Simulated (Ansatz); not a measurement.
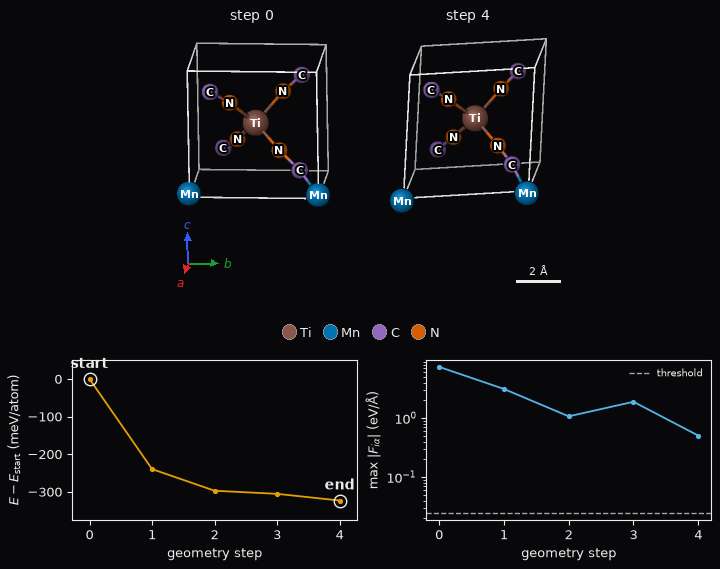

First and last geometry of a relaxation of a crystal of TiMnC$_{4}$N$_{4}$ (a generated structure, set up in P1) (coarse preliminary run), with the history of the run. A ball-and-stick model of the cell of the calculation, seen from a free direction.

Computed with DFT PBE, scalar-relativistic, plane waves, PAW (Ansatz 0.2.0). (plane-wave cutoff 420 eV; k-point mesh 4 × 4 × 4; occupations gaussian; smearing width 0.2 eV; collinear spin; cell and atoms relaxed; force threshold 0.025 eV/Å; at most 60 steps)

What do the curves and the structures tell?

Answer. The run was cut off at its time limit before the relaxation converged, so the last structure is only a point on the way. The atom that moves furthest relative to the cell is the Mn atom (0.39 Å along [2 0 −1]). Largest moves by element: Mn 0.39 Å, C 0.22 Å, N 0.20 Å, Ti 0.15 Å. Cell: a 5.709 → 5.571 Å (−2.4 %), b 5.930 → 5.739 Å (−3.2 %), c 5.921 → 5.776 Å (−2.4 %), α 91.0° → 83.2°, β 90.5° → 92.3°, γ 91.5° → 93.6°. Volume −8.7 %. Some distances before and after: C–Ti 2.891 → 3.142 Å, C–Mn 2.115 → 1.930 Å, C–Mn 1.995 → 1.811 Å, N–Ti 1.796 → 1.952 Å. Among the angles between lasting bonds that change: C–Mn–C 106.1° → 129.4°, C–Mn–C 115.6° → 93.8°, C–Mn–C 94.9° → 111.6°. The space group stays P1 (No. 1). After 4 geometry steps the energy has fallen by 323 meV per atom. Largest force component: 7.4 eV/Å at the start, 0.51 eV/Å at the end. Pressure: −2.51 GPa at the start and 0.15 GPa at the end. The program noted that the starting moments weren't kept.
